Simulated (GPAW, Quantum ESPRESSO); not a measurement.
Consider Ga2O3 (C2/m).

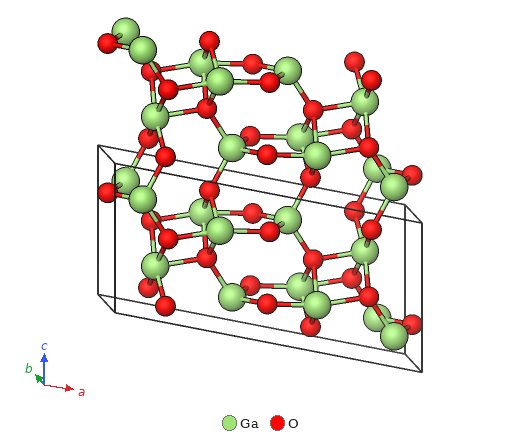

The structure (gallium green, oxygen red). 1×1×2 conventional cells are drawn. Some periodic images of atoms are drawn too.

```
Ga O
1.0
     6.10700   -1.51855    0.00000
     6.10700    1.51855    0.00000
    -1.38599    0.00000    5.63001
Ga O
4 6
Cartesian
  3.2184 0.0000 3.8621
  7.6096 0.0000 1.7679
  10.8240 0.0000 1.1564
  0.0041 0.0000 4.4736
  5.1267 0.0000 4.1853
  5.7013 0.0000 1.4447
  9.4919 0.0000 2.4592
  1.3361 0.0000 3.1708
  8.9710 0.0000 5.0118
  1.8570 0.0000 0.6182
```

Absorber: atom 5, with 2 Ga at 1.83 Å and 1 Ga at 1.94 Å (distorted trigonal planar, site symmetry m). Method: Quantum ESPRESSO XSpectra, PBE, full core hole (charged cell), 30-atom cell with 6.5 Å between holes, 4×4×3 k points, dipole transitions, Lorentzian half width 0.3 eV up to 4 eV, rising linearly to 2.5 eV at 25 eV (counted from xe0, 1.1 eV below the zero used here).

Q: Predict the near-edge structure at the O K edge.

Main maxima up to 24 eV above the zero (height): 3.7 eV (2.25) and 6.0 eV (1.76). A K edge sees empty p states on the absorber. The total-energy difference plus the lowest empty eigenvalue puts the zero at 538.78 eV. One term is added: -8.91 eV, since the hole is spin-paired here and a spin-polarised one costs that much less in the free atom (computed apart). The photon energy is then 529.87 eV. The functional and the charged cell's background leave an error of a few eV in such absolute values.

The O K spectrum (energy from the lowest empty level; intensity scaled to a mean of 1 over the first 20 eV; the points at xe0, where the cut of filled states can leave a spike, are interpolated; polarised curves are means over the symmetry-equivalent atoms):

| E (eV) | isotropic | ε ∥ x | ε ∥ y | ε ∥ z |
| --- | --- | --- | --- | --- |
| -2.0 | 0.03 | 0.04 | 0.04 | 0.02 |
| -0.5 | 0.06 | 0.08 | 0.07 | 0.03 |
| 1.0 | 0.20 | 0.33 | 0.21 | 0.07 |
| 2.5 | 0.98 | 1.53 | 1.16 | 0.26 |
| 4.0 | 2.12 | 2.67 | 3.15 | 0.54 |
| 5.5 | 1.71 | 1.66 | 2.51 | 0.95 |
| 7.0 | 1.52 | 1.46 | 1.58 | 1.51 |
| 8.5 | 1.35 | 1.46 | 1.33 | 1.27 |
| 10.0 | 1.29 | 1.52 | 1.09 | 1.26 |
| 11.5 | 0.88 | 0.90 | 0.77 | 0.98 |
| 13.0 | 0.69 | 0.67 | 0.62 | 0.78 |
| 14.5 | 0.62 | 0.60 | 0.58 | 0.67 |
| 16.0 | 0.61 | 0.60 | 0.57 | 0.65 |
| 17.5 | 0.57 | 0.55 | 0.55 | 0.61 |
| 19.0 | 0.54 | 0.52 | 0.56 | 0.55 |
| 20.5 | 0.54 | 0.50 | 0.59 | 0.53 |
| 22.0 | 0.56 | 0.51 | 0.63 | 0.55 |
| 23.5 | 0.61 | 0.55 | 0.68 | 0.59 |
| 25.0 | 0.67 | 0.61 | 0.75 | 0.66 |
| 26.5 | 0.77 | 0.72 | 0.85 | 0.74 |
| 28.0 | 0.88 | 0.87 | 0.94 | 0.83 |
| 29.5 | 0.94 | 0.98 | 0.93 | 0.92 |
| 31.0 | 0.88 | 0.93 | 0.78 | 0.91 |

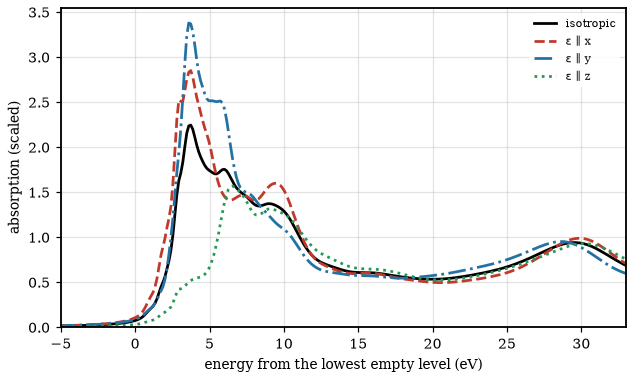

The O K edge.

The crystal has 3 inequivalent O sites and not all are shown here, while a measurement adds them all. Lifetime broadening is put in by hand, and intensities beyond about 20 eV depend on it and on the partial waves; weight that the partial waves miss at high energy is lost. The structure is a published determination, not relaxed.

[Banner, clock and machine lines of the logs are left out without a mark of their own.]

[Logs are printed without paths, hosts, clocks, repeated set-up lines and the standing remarks that a program may print on its own settings, such as how far it seeks lower states.]

[Hosts, paths, dates, database ids (printed as entryN), source tags and the programs' standing remarks are cut or masked in the printed files.]

[Lists of maxima count a maximum above −3 eV only where it reaches 4 % of the highest in the window and stands out from its surroundings by 2 % of it (1.5 % where it reaches 55 %); shoulders and weaker maxima are passed over, and of the rest the first, up to two pre-edge ones and the few strongest are named.]
